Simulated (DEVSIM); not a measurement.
Device: Si n-i-p diode, at 300 K.

```csv
layer (left to right),material,thickness (μm),Nd (cm⁻³),Na (cm⁻³),τn (s),τp (s)
1,Si,0.530,2.3e18,-,0.00015,0.00015
2,Si,0.460,-,6.2e12,0.00015,0.00015
3,Si,0.400,-,6.1e17,0.00015,0.00015
```

Left contact: ohmic. Right contact: ohmic. Voltage is applied to the left contact. Recombination: SRH at mid-gap, radiative. Mobility is μmin + (μ − μmin)/(1 + (N/Nref)^α).

Constants are typed, rounded textbook-type inputs, not results; the design itself was drawn at random and stands for no fabricated device. Values at 300 K.

| parameter | Si |
|---|---|
| gap (eV) | 1.124 |
| affinity (eV) | 4.05 |
| permittivity | 11.7 |
| Nc (cm⁻³) | 2.86e19 |
| Nv (cm⁻³) | 3.1e19 |
| μn (cm²/Vs) | 1417 |
| μp (cm²/Vs) | 470 |
| μn,min | 52 |
| μp,min | 45 |
| Nref,n | 9.7e16 |
| Nref,p | 2.2e17 |
| αn | 0.68 |
| αp | 0.72 |
| B (cm³/s) | 4.7e-15 |

Model (solved in DEVSIM): 1D drift-diffusion, Boltzmann statistics, complete ionisation; no tunnelling, impact ionisation, image-force lowering or self-heating.

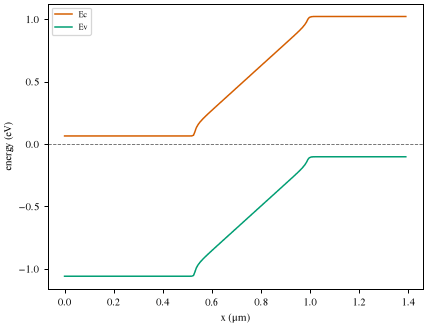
*Band edges at zero bias*

Energies count from the Fermi level of the right contact; mesh points crowd at the junctions.

```
x (μm)   Ec (eV)  Ev (eV)  n (cm⁻³)  p (cm⁻³)  field (V/cm)
-------  -------  -------  --------  --------  ------------
0.000      0.065   -1.059    2.3e18     < 1e2           ≈ 0
0.02143    0.065   -1.059    2.3e18     < 1e2           ≈ 0
0.06347    0.065   -1.059    2.3e18     < 1e2           ≈ 0
0.1362     0.065   -1.059    2.3e18     < 1e2           ≈ 0
0.3143     0.065   -1.059    2.3e18     < 1e2           ≈ 0
0.4275     0.065   -1.059    2.3e18     < 1e2           ≈ 0
0.4852     0.065   -1.059    2.3e18     < 1e2           ≈ 0
0.5249     0.070   -1.054    1.9e18     < 1e2         19000
0.5433     0.155   -0.969    7.2e16      1600         30000
0.5752     0.225   -0.899    4.7e15     25000         19000
0.6322     0.329   -0.795    8.6e13   1300000         18000
0.7866     0.604   -0.520     2.0e9    5.7e10         18000
0.8884     0.786   -0.338   1800000    6.4e13         18000
0.9478     0.893   -0.231     29000    4.0e15         19000
0.9848     0.976   -0.148      1100    1.0e17         34000
1.005      1.021   -0.103       200    5.7e17          3400
1.037      1.022   -0.102       190    6.1e17           ≈ 0
1.095      1.022   -0.102       190    6.1e17           ≈ 0
1.234      1.022   -0.102       190    6.1e17           ≈ 0
1.314      1.022   -0.102       190    6.1e17           ≈ 0
1.359      1.022   -0.102       190    6.1e17           ≈ 0
1.390      1.022   -0.102       190    6.1e17           ≈ 0
```
